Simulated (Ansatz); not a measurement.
# C₆H₁₅InO₃: basis-set convergence

Aim: see how fast density functionals converge with the basis set for C₆H₁₅InO₃.

The runs use Ansatz 0.2.0, Gaussian basis; one geometry, several basis sets.

Levels to be run: PBE0-D4/def2-SVP; ωB97M-V/def2-SVP; PBE0-D4/def2-QZVPP; ωB97M-V/def2-QZVPP; the functionals' def2-TZVPP values are taken from earlier runs.

**1. Structure used throughout**

An earlier PBE0-D4 in a triple-zeta def2 set relaxation fixed the geometry. In takes the def2 core potential; no spin-orbit term is included.

SMILES `CC[O][In]([O]CC)[O]CC`, 25 atoms, charge 0, spin multiplicity 1.

Atoms are counted from 1 here; the program's logs count them from 0.

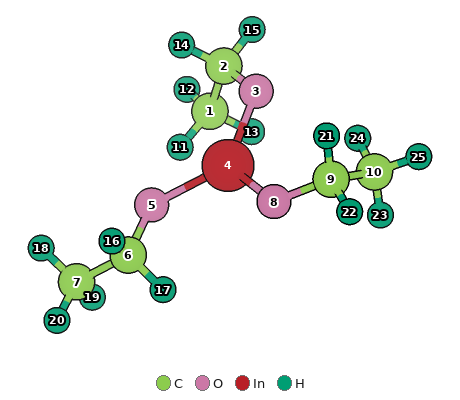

The geometry (carbon green, oxygen pink, indium red, hydrogen teal); atoms are numbered from 1 in the order of the file.

As a file:

```mol
C6H15InO3
  3D, bonds by distance, orders not assigned

 25 24  0  0  0  0  0  0  0  0999 V2000
    0.4757   -2.8722    0.7596 C   0  0
    1.5036   -2.4485   -0.2671 C   0  0
    1.7567   -1.0617   -0.2655 O   0  0
    0.2854    0.2527   -0.3808 In  0  0
   -1.5880   -0.3412   -0.5761 O   0  0
   -2.6419    0.5804   -0.7713 C   0  0
   -3.9582   -0.1470   -0.6255 C   0  0
    0.6361    2.1955   -0.3486 O   0  0
    1.9260    2.7092   -0.1098 C   0  0
    2.5967    2.1107    1.1078 C   0  0
   -0.5024   -2.4264    0.5434 H   0  0
    0.3471   -3.9581    0.7583 H   0  0
    0.7883   -2.5675    1.7619 H   0  0
    1.1889   -2.7873   -1.2644 H   0  0
    2.4618   -2.9386   -0.0541 H   0  0
   -2.5803    1.0343   -1.7705 H   0  0
   -2.5930    1.4058   -0.0474 H   0  0
   -4.0277   -0.9578   -1.3539 H   0  0
   -4.0487   -0.5773    0.3742 H   0  0
   -4.7958    0.5372   -0.7865 H   0  0
    2.5703    2.5696   -0.9896 H   0  0
    1.8094    3.7913    0.0290 H   0  0
    1.9820    2.2666    1.9985 H   0  0
    2.7621    1.0347    0.9758 H   0  0
    3.5729    2.5713    1.2832 H   0  0
  1  2  8  0
  2  3  8  0
  3  4  8  0
  4  5  8  0
  5  6  8  0
  6  7  8  0
  4  8  8  0
  8  9  8  0
  9 10  8  0
  1 11  8  0
  1 12  8  0
  1 13  8  0
  2 14  8  0
  2 15  8  0
  6 16  8  0
  6 17  8  0
  7 18  8  0
  7 19  8  0
  7 20  8  0
  9 21  8  0
  9 22  8  0
 10 23  8  0
 10 24  8  0
 10 25  8  0
M  END
```

**2. PBE0-D4 in def2-SVP**

File in.yaml:

```yaml
crystal:
  periodic: [false, false, false]
  atoms:
    - {symbol: C, position_ang: [0.475656, -2.872180, 0.759600]}
    - {symbol: C, position_ang: [1.503622, -2.448467, -0.267080]}
    - {symbol: O, position_ang: [1.756711, -1.061743, -0.265480]}
    - {symbol: In, position_ang: [0.285426, 0.252736, -0.380818]}
    - {symbol: O, position_ang: [-1.588012, -0.341207, -0.576052]}
    - {symbol: C, position_ang: [-2.641879, 0.580350, -0.771303]}
    - {symbol: C, position_ang: [-3.958174, -0.146987, -0.625539]}
    - {symbol: O, position_ang: [0.636118, 2.195534, -0.348627]}
    - {symbol: C, position_ang: [1.925950, 2.709183, -0.109837]}
    - {symbol: C, position_ang: [2.596688, 2.110727, 1.107812]}
    - {symbol: H, position_ang: [-0.502438, -2.426401, 0.543373]}
    - {symbol: H, position_ang: [0.347050, -3.958138, 0.758305]}
    - {symbol: H, position_ang: [0.788282, -2.567534, 1.761901]}
    - {symbol: H, position_ang: [1.188919, -2.787341, -1.264407]}
    - {symbol: H, position_ang: [2.461757, -2.938647, -0.054091]}
    - {symbol: H, position_ang: [-2.580300, 1.034290, -1.770543]}
    - {symbol: H, position_ang: [-2.593019, 1.405845, -0.047443]}
    - {symbol: H, position_ang: [-4.027747, -0.957781, -1.353869]}
    - {symbol: H, position_ang: [-4.048736, -0.577282, 0.374197]}
    - {symbol: H, position_ang: [-4.795841, 0.537235, -0.786538]}
    - {symbol: H, position_ang: [2.570301, 2.569600, -0.989625]}
    - {symbol: H, position_ang: [1.809356, 3.791324, 0.029011]}
    - {symbol: H, position_ang: [1.981995, 2.266625, 1.998464]}
    - {symbol: H, position_ang: [2.762143, 1.034738, 0.975844]}
    - {symbol: H, position_ang: [3.572872, 2.571323, 1.283246]}
basis:
  gaussian: {orbitals: def2-SVP}
hamiltonian: {xc: pbe0, dispersion: d4}
output: {orbitals: {seedname: orbitals}}
```

Run with:

```console
$ ansatz run in.yaml --threads 4 --pin off --events-out ev --progress --plain --max-ram 46080MiB --backend cpu
```

The runs that follow: ωB97M-V in def2-SVP; PBE0-D4 in def2-QZVPP; ωB97M-V in def2-QZVPP.

**Question.** What will the summary of the whole plan be? Wanted: PBE0-D4: double and triple zeta above quadruple; ωB97M-V: double and triple zeta above quadruple.

As calculated:

| quantity | value |
| --- | --- |
| PBE0-D4: double and triple zeta above quadruple | 15.57, 0.78 eV |
| ωB97M-V: double and triple zeta above quadruple | 16.15, 0.75 eV |

In words: PBE0-D4 gains 14.79 eV from double to triple zeta, then 0.78 eV more. Total energies overstate the basis error of differences, where much of it tends to cancel.
